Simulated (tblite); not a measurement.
# Energy and gradient calculation, with input and output: C4H4O

- system: C4H4O, SMILES C#CC(=C)O
- method: GFN2-xTB, U-SCC (tblite 0.8.0)

The geometry comes from this level: GFN2-xTB.

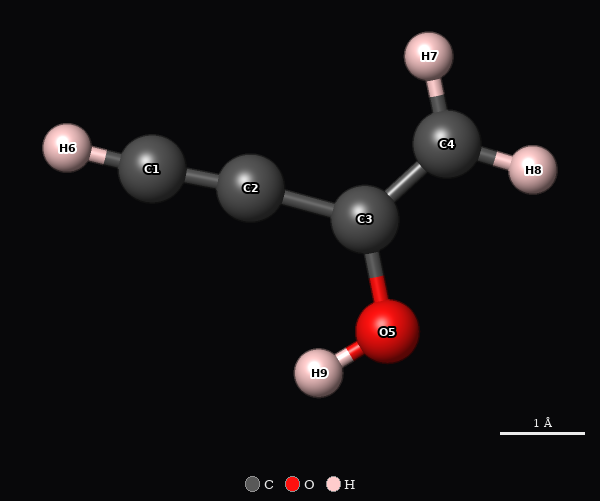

*The structure as given in the input (ball-and-stick view, seen on its broad side; atoms are numbered from 1 in the order of the input).*

Bond lengths as drawn: C–C 1.20 to 1.42 Å, C–H 1.05 to 1.07 Å, C–O 1.37 Å and H–O 0.96 Å.

### Input (calc.py)
```python
"""GFN2-xTB energy and gradient"""
import json
import numpy as np
from tblite.interface import Calculator
from tblite.interface import symbols_to_numbers

symbols = list(map(str, np.loadtxt("input.xyz", skiprows=2, usecols=0, dtype=str, ndmin=1)))
numbers = np.array(symbols_to_numbers(symbols))
positions = np.loadtxt("input.xyz", skiprows=2, usecols=(1, 2, 3), ndmin=2) / 0.5291772

calculator = Calculator("GFN2-xTB", numbers, positions, charge=0, uhf=0)
calculator.set("accuracy", 0.1)
calculator.add("spin-polarization", 1.0)
sp = calculator.singlepoint()

print(f"Energy: {sp.get('energy') * 27.211386:.8f} eV")
eps = np.atleast_2d(sp.get("orbital-energies")) * 27.211386
occ = np.atleast_2d(sp.get("orbital-occupations"))
filled = occ.sum(axis=0) if eps.shape[0] == 1 else occ[0]
homo = np.nonzero(filled > 0.5)[0].max()
print("  MO   occupation   energy/eV")
for i in range(max(0, homo - 4), min(eps.shape[1], homo + 5)):
    print(f"{i + 1:4d} {filled[i]:10.4f} {eps[0, i]:12.4f}")
mu = sp.get("dipole") * 2.541746
print(f"Dipole moment: {np.linalg.norm(mu):.4f} D, components " + " ".join(f"{c:.4f}" for c in mu))
q = sp.get("charges")
g = sp.get("gradient")
print("atom     charge      dE/dx        dE/dy        dE/dz   (Eh/bohr)")
for i, s in enumerate(symbols):
    print(f"{s:<2}{i + 1:<3} {q[i]:9.4f} {g[i, 0]:12.7f} {g[i, 1]:12.7f} {g[i, 2]:12.7f}")
print(f"gradient norm {np.linalg.norm(g):.6f} Eh/bohr")
out = {k: np.asarray(sp.get(k)).tolist() for k in ("energy", "gradient", "charges", "dipole", "orbital-energies", "orbital-occupations")}
out.update(symbols=symbols, positions=(positions * 0.529177210903).tolist())
json.dump(out, open("results.json", "w"))
```

### File input.xyz
```
9

C     -0.381240     2.047780    -0.470450
C     -0.171320     0.900620    -0.184790
C      0.076750    -0.428340     0.254480
C      0.285360    -1.428010    -0.601290
O      0.091690    -0.638450     1.607750
H     -0.564820     3.036810    -0.768960
H      0.271080    -1.256910    -1.660640
H      0.471150    -2.423710    -0.244310
H     -0.078640     0.190210     2.068210
```

Launched with:
```bash
python calc.py
```

### The program's output
```
------------------------------------------------------------
  cycle        total energy    energy error   density error
------------------------------------------------------------
      1     -14.50475148830  -1.4778942E+01   1.8878728E-01
      2     -14.53817922811  -3.3427740E-02   1.0847854E-01
      3     -14.49313920701   4.5040021E-02   7.0682116E-02
      4     -14.55776622927  -6.4627022E-02   1.6104513E-02
      5     -14.55797542180  -2.0919253E-04   1.1799500E-02
      6     -14.55997772506  -2.0023033E-03   2.9566673E-03
      7     -14.56005307006  -7.5345008E-05   9.4452298E-04
      8     -14.56005504073  -1.9706627E-06   2.8539464E-04
      9     -14.56005518257  -1.4184472E-07   6.1004436E-05
     10     -14.56005519286  -1.0288199E-08   3.1601239E-05
     11     -14.56005520049  -7.6258662E-09   4.3056882E-06
     12     -14.56005520057  -7.9074525E-11   2.0366998E-06
     13     -14.56005520060  -3.1159075E-11   3.3951729E-07
------------------------------------------------------------

 total:                                   0.014 sec
Energy: -396.19928224 eV
  MO   occupation   energy/eV
   9     1.0000     -12.8900
  10     1.0000     -12.2843
  11     1.0000     -12.0180
  12     1.0000     -11.7023
  13     1.0000     -10.3549
  14     0.0000      -6.3247
  15     0.0000      -4.7578
  16     0.0000      -2.7489
  17     0.0000       1.4573
Dipole moment: 1.8777 D, components -0.3593 1.8425 0.0420
atom     charge      dE/dx        dE/dy        dE/dz   (Eh/bohr)
C 1     -0.0924    0.0001415   -0.0002217    0.0000692
C 2     -0.0390   -0.0001903    0.0000898    0.0000289
C 3      0.1664    0.0000640    0.0003914   -0.0004011
C 4     -0.1219    0.0000662   -0.0002276    0.0002684
O 5     -0.3926   -0.0000178   -0.0000126    0.0001968
H 6      0.0823   -0.0000068    0.0000159    0.0000360
H 7      0.0448   -0.0000427   -0.0000127   -0.0000346
H 8      0.0547   -0.0000068    0.0000610   -0.0000663
H 9      0.2978   -0.0000073   -0.0000834   -0.0000973
gradient norm 0.000796 Eh/bohr
```

### Key numbers

```csv
quantity,value
outcome,converged
total energy,−14.560055 hartree
basis functions,24
largest force,0.029 eV/Å
HOMO,−10.35 eV
LUMO,−6.32 eV
dipole moment,1.88 D
hardware,"1 thread of Intel Xeon @ 2.50GHz (Skylake/Cascade Lake), 189 GiB of memory available, shared host"
peak memory,0.067 GiB
```
